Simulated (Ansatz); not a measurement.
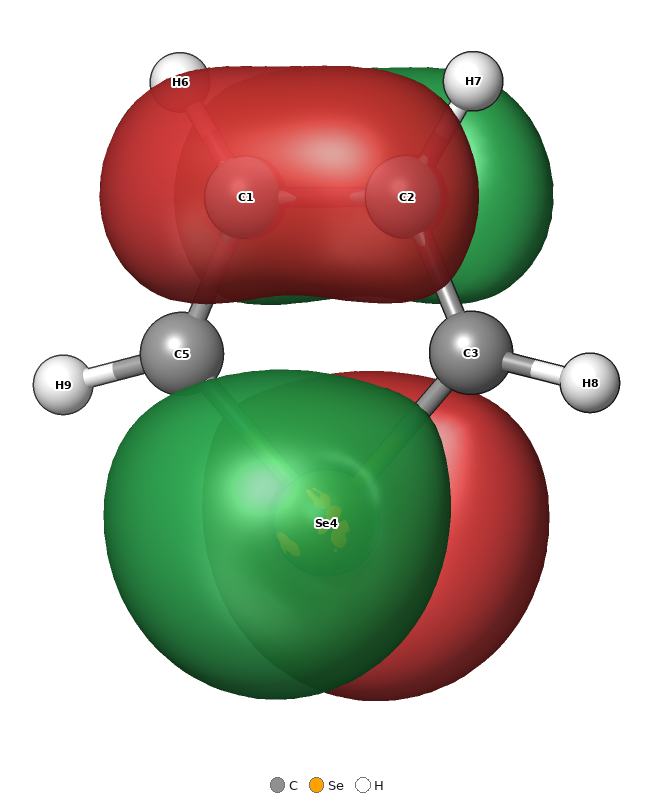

*C₄H₄Se (SMILES c1cc[se]c1). The HOMO−1 at ±0.08 Å⁻³ᐟ² (green and red are the two phases), seen at a tilt.*

Geometry: PBE0-D4/def2-TZVP.

The calculation used RKS PBE0-D4/def2-TZVPP in Ansatz.

```yaml
atoms:
  - { symbol: C, position_ang: [0.1717, 0.9612, 0.1183] }
  - { symbol: C, position_ang: [0.9742, -0.1943, -0.0956] }
  - { symbol: C, position_ang: [0.2809, -1.3561, -0.2054] }
  - { symbol: Se, position_ang: [-1.5408, -1.0752, -0.0389] }
  - { symbol: C, position_ang: [-1.1632, 0.7233, 0.1802] }
  - { symbol: H, position_ang: [0.5899, 1.9548, 0.2247] }
  - { symbol: H, position_ang: [2.0544, -0.1540, -0.1660] }
  - { symbol: H, position_ang: [0.6762, -2.3471, -0.3683] }
  - { symbol: H, position_ang: [-1.9546, 1.4409, 0.3341] }
```

What is the character of this orbital?

Its weight (Hirshfeld) is mainly on Se4 (about 55 %), C1 (about 15 %) and C2 (about 15 %); it changes sign across the molecular plane (π type); π-bonding across C1–C2. Its energy is −6.93 eV.
